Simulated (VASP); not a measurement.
Band structure of Pb (space group Fm-3m). Level of theory: PBE GGA, VASP's PBE PAW potentials (set 64) (plane waves; VASP).

Unless said otherwise, spin-orbit coupling is left out, though it shifts the bands of the heavy elements here.

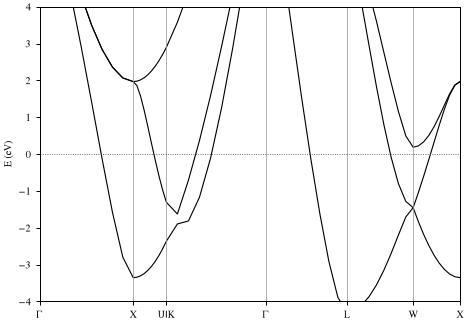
Bands along high-symmetry lines, zero at the valence-band maximum or, without a gap, the Fermi level

Question: Read the plot: is there a gap, and where are the band edges?

Answer: It has no gap at this level: it comes out as a metal or semimetal.

The structure is a typed Pb crystal (Fm-3m). The cell was not relaxed at this level.
